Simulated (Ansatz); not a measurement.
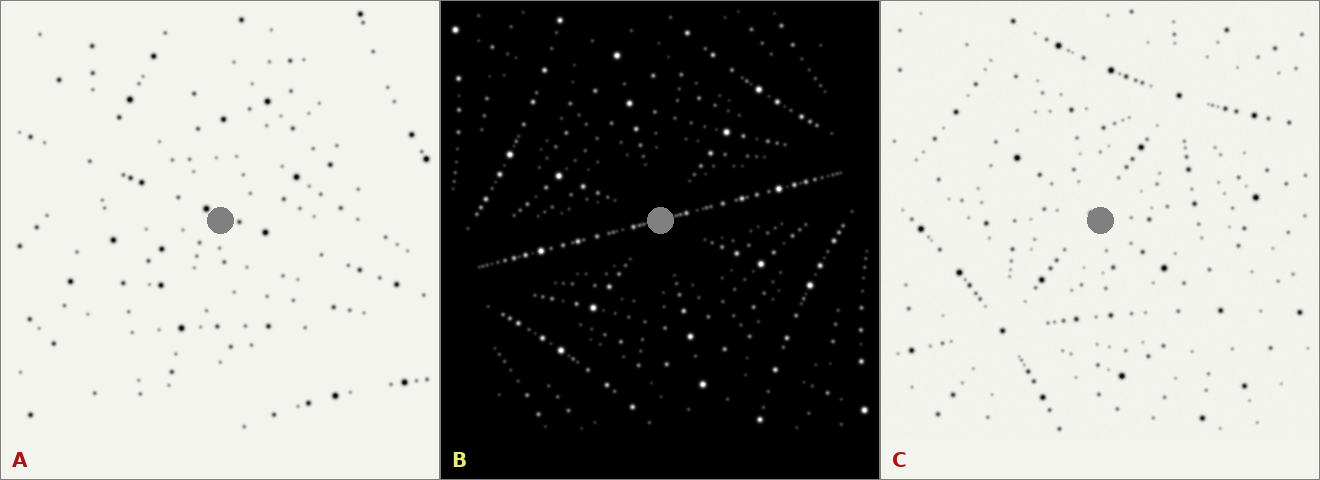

Simulated back-reflection Laue patterns (white X-rays, 0.45 to 2.2 Å, flat plate covering ±45° about the beam, kinematic intensities, seen from the source). Crystal: SrHgIO₂, space group Cmcm (No. 63), a = 5.71 Å, b = 13.17 Å, c = 5.58 Å. Structure: the end point of a relaxation (final pressure about 7.1 GPa) with Ansatz, DFT, PAW plane waves, r2scan; the starting structure was generated, so it need not be a known form of this composition.

| atom | site | symmetry | x | y | z |
| --- | --- | --- | --- | --- | --- |
| I | 4c | m2m | 0.5000 | 0.2532 | 0.2500 |
| O | 8e | 2.. | 0.2621 | 0.0000 | 0.0000 |
| Sr | 4c | m2m | 0.0000 | 0.3864 | 0.2500 |
| Hg | 4c | m2m | 0.0000 | 0.0412 | 0.2500 |

The directions [100], [101], [111] point towards the source, in some order. Which is which?

A: [111], symmetry 1 (no symmetry). B: [100], symmetry 2mm (a twofold axis with two mirror lines). C: [101], symmetry m (one mirror line). The Laue class is mmm.
